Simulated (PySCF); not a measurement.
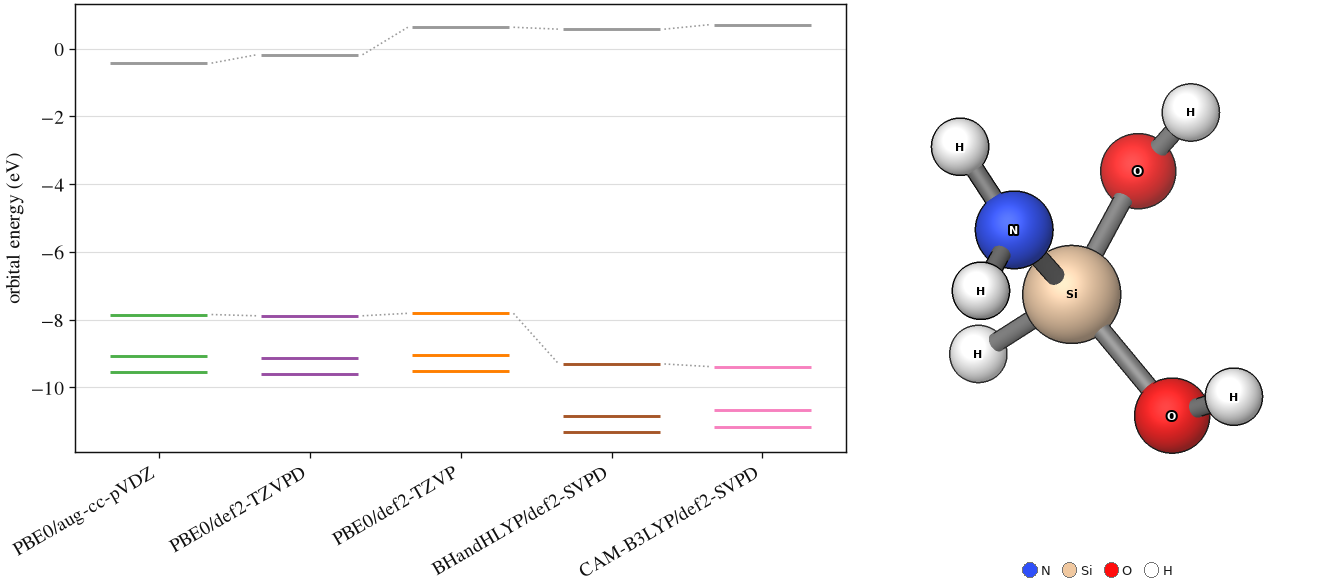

Frontier orbital energies of SiNH₅O₂, SMILES N[SiH](O)O at one geometry, PySCF 2.14.0, at a PBE0-D3(BJ)/def2-SVP geometry (no frequency check). Empty levels are grey, levels within 0.1 eV stand side by side; all columns show the same few orbitals around the gap. Dotted lines join the HOMOs and the LUMOs.

### Compare the HOMO-LUMO separations.

The separation grows from 7.42 eV (PBE0/aug-cc-pVDZ) to 10.09 eV (CAM-B3LYP/def2-SVPD).

```csv
level,HOMO (eV),LUMO (eV),separation (eV)
PBE0/aug-cc-pVDZ,−7.85,−0.42,7.42
PBE0/def2-TZVPD,−7.88,−0.18,7.71
PBE0/def2-TZVP,−7.81,0.63,8.44
BHandHLYP/def2-SVPD,−9.31,0.58,9.88
CAM-B3LYP/def2-SVPD,−9.38,0.71,10.09
```

Limits of at least one run: empty levels above zero depend strongly on the basis.
